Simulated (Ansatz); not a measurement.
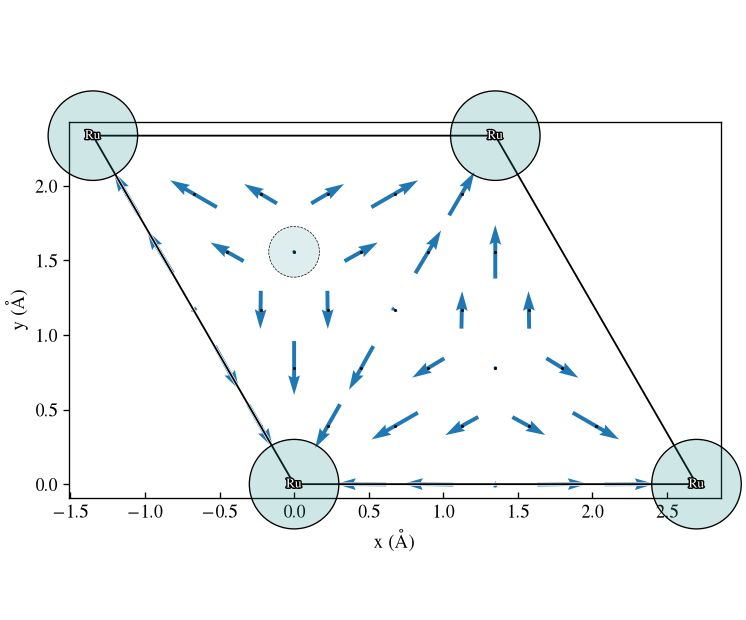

N₂ on a Ru(001) slab cut from the P6_3/mmc phase, its upper half relaxed before the scan (16 atoms of substrate and one adsorbate in a 2 × 2 cell). N2 is moved over the surface cell at a fixed height above a rigid substrate; the origin of the map has the adsorbate above Ru13; the height is held at 3.60 Å. Places are given modulo a cell vector. The map is drawn in real space over the plane of the surface. The grid has 6 × 6 points; 10 points were computed and 26 follow by symmetry. Places are given in fractions of the 1 × 1 surface cell. At a fixed height the lowest place need not be the adsorption site. The calculation used Ansatz 0.2.0, DFT PBE+D3(BJ), scalar-relativistic, plane waves, PAW. Settings: cutoff 420 eV, k-mesh 6×6×1, gaussian smearing 0.1 eV, no spin polarisation.

Drawn: dots at the grid points, arrows along the force (downhill), their lengths compressed, labelled circles for the atoms of the top layer and small ones for the second layer, the outline of one cell of the plane.

Q: The arrows alone are given. Where is the energy lowest?

A: The arrows converge at the top site over a surface Ru atom, (0/6, 0/6) of the cell vectors (read from the interpolated surface).

The energy map of the same scan:

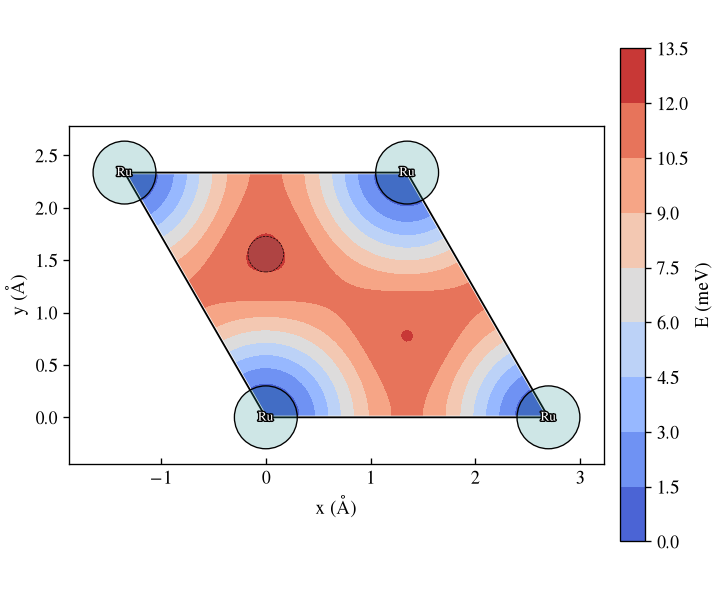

Energies are in meV, from the lowest grid point; between grid points the surface is interpolated.
